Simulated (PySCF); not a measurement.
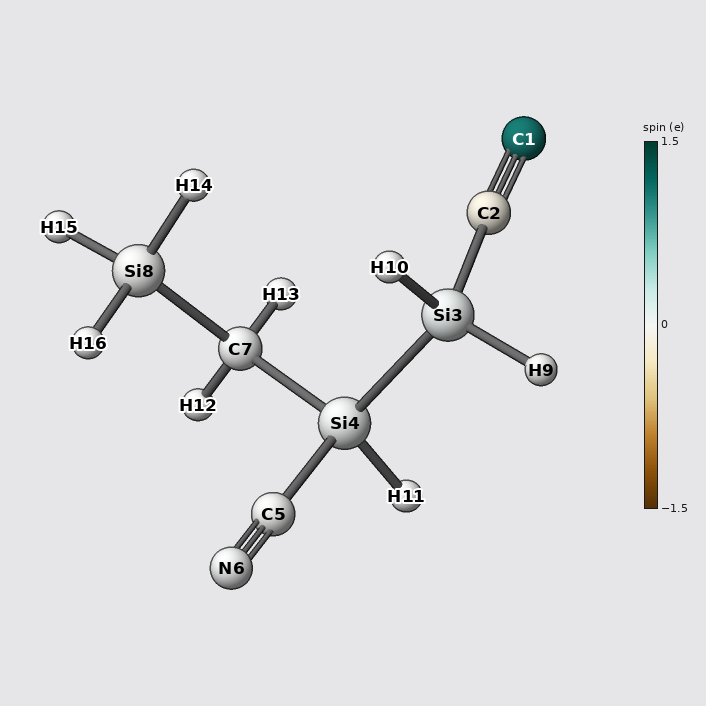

Atoms are coloured by their Mulliken spin populations. State: neutral, doublet. The geometry was computed by an optimisation with GFN2-xTB. No frequency run is at hand to confirm it as a minimum. Level of theory: UKS B3LYP, pcH-1 on C H N Si, non-relativistic (PySCF 2.14.0).

Give the Mulliken spin populations atom by atom.

```csv
atom,value (e)
C1,1.06
C2,−0.11
Si3,0.04
Si4,0.02
C5,0.00
N6,0.01
C7,0.00
Si8,0.00
H9,−0.01
H10,−0.01
H11,0.00
H12,0.00
H13,0.00
H14,0.00
H15,0.00
H16,0.00
```

Mulliken values depend strongly on the basis set. The geometry is semi-empirical. Around Si such bond lengths and angles can be off by a tenth of an ångström or more and by several degrees, and values that hang on the shape move with them.
